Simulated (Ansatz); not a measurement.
The calculation's input:

```
crystal:
  periodic: [false, false, false]
  atoms:
    - { symbol: "N", position_ang: [-0.7445, 0.4387, -0.1743] }
    - { symbol: Al, position_ang: [0.3991, -0.3534, 1.0484] }
    - { symbol: F, position_ang: [1.4413, -1.6884, 0.4862] }
    - { symbol: H, position_ang: [-0.4258, 1.4938, -0.2667] }
    - { symbol: H, position_ang: [-0.6202, 0.0356, -1.135] }
magnetization:
  spin_polarized: true
  initial_magnetization: 1
basis:
  gaussian: { orbitals: "6-31G*" }
hamiltonian:
  xc: b3lyp
relax:
  f_tol: 0.02
  max_steps: 40
output:
  orbitals: {}
```

Launched as:

```sh
ansatz run input.yaml --threads 1 --pin off --max-ram 2048MiB --backend cpu --events-out ev --progress --plain --runs-dir out
```

The fields are those of the relaxed geometry.

Theory: UKS B3LYP/6-31G* (Ansatz).

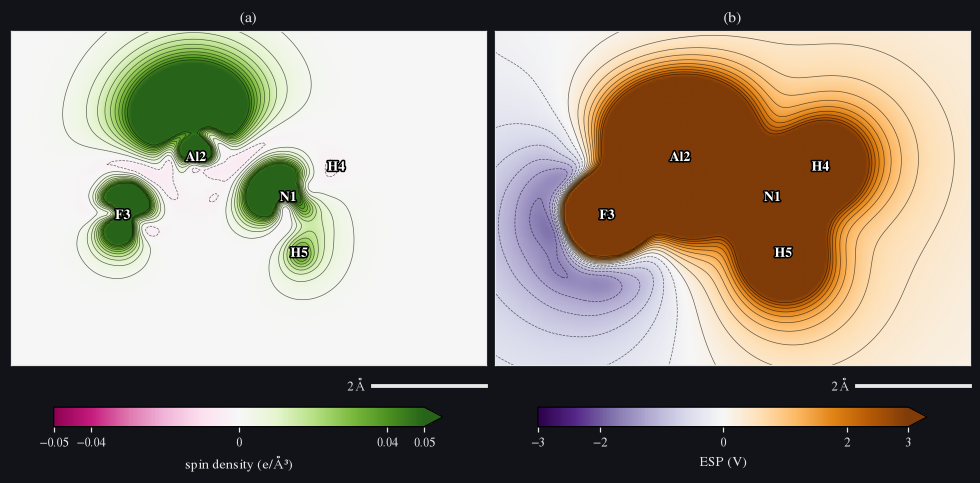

AlFH₂N (doublet). (a) spin density (α minus β); (b) molecular electrostatic potential on the molecular plane.

What do the fields say about this system?

- Atoms in the plane: N, Al, F and H.
- The unpaired spin (1 electron) lies mostly on Al2 (about 0.9), in electrons by Hirshfeld's partition.
- Outside the dense part of the molecule the potential is most negative (−1.8 V) near F3.
